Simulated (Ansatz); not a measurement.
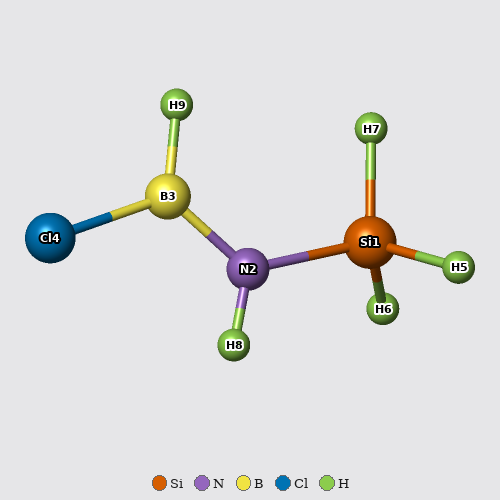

The system is BClH5NSi, SMILES [SiH3]NBCl; the picture shows the reference structure. Coordinates scanned: (1) dihedral Si1–N2–B3–Cl4; (2) dihedral H5–Si1–N2–B3. Nothing is relaxed (all other coordinates rigid). The scan uses a 15 × 15 grid. Points are written as (first, second). Energies: kJ/mol, counted from the lowest grid point. The calculation used RKS PBE-D4/def2-SVP (Ansatz 0.2.0).

Its coordinates:

```xyz
9

Si    0.0588    1.3419    0.1517
N    -0.4603   -0.3549    0.1826
B     0.2539   -1.4578   -0.3225
Cl   -0.4337   -3.0941   -0.2052
H    -0.9111    2.1712   -0.6451
H     0.1065    1.8939    1.5501
H     1.4181    1.3831   -0.4749
H    -1.3731   -0.5609    0.6062
H     1.3409   -1.3225   -0.8430
```

Range: dihedral Si1–N2–B3–Cl4 from −180 to 156°; dihedral H5–Si1–N2–B3 from 29.0 to 209.0°.

**What will the energy surface look like?**

The lowest grid point is at (−180°, 119.0°). The energy also falls towards the edge at (−180°, 29.0°) (2.9 kJ/mol above the lowest) and (−180°, 209.0°) (3.1 kJ/mol above the lowest), where a further well may lie outside the range. A higher local minimum lies near (12°, 170.4°) (4.1 kJ/mol above the lowest at that grid point). The highest grid point, (−84°, 196.1°), lies 100 kJ/mol above the lowest.

```tsv
dihedral H5–Si1–N2–B3 ↓, dihedral Si1–N2–B3–Cl4 →	−180	−156	−132	−108	−84	−60	−36	−12	12	36	60	84	108	132	156
209.0	3	15	49	87	100	72	31	6	9	33	70	99	91	53	18
196.1	4	16	50	88	100	72	32	5	6	32	71	99	91	53	18
183.3	4	17	51	88	99	72	32	5	5	31	71	99	89	52	18
170.4	4	17	51	89	99	71	33	6	4	30	70	98	88	50	16
157.6	3	17	51	89	98	70	33	8	5	29	70	98	86	49	15
144.7	1	16	51	88	97	69	33	9	6	29	69	97	86	48	14
131.9	0	14	49	87	97	68	32	10	8	29	68	97	86	48	13
119.0	0	13	48	86	97	68	30	10	10	30	68	97	87	49	14
106.1	0	13	47	85	97	68	29	8	10	31	68	97	88	50	15
93.3	1	14	47	85	97	69	29	6	9	32	69	97	89	51	16
80.4	3	15	48	86	98	70	30	4	7	32	70	98	89	52	17
67.6	4	16	50	88	99	71	31	4	5	32	71	99	89	52	17
54.7	4	17	52	89	99	71	32	5	5	32	71	99	88	51	17
41.9	4	18	53	90	99	71	33	7	5	31	72	99	88	50	16
29.0	3	17	53	91	99	70	33	9	6	31	71	99	87	49	15
```

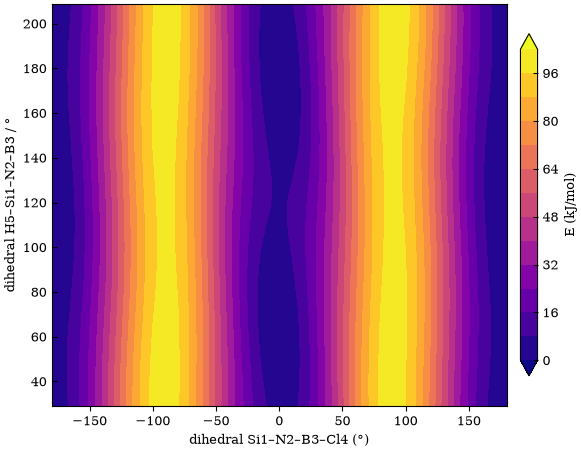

Drawn: filled contours, one colour for all values above the top of the scale. Between grid points the surface is interpolated.

Time for the 225 points that were run: 20 min on 1 thread of Arm Neoverse N1, with other jobs on the host.
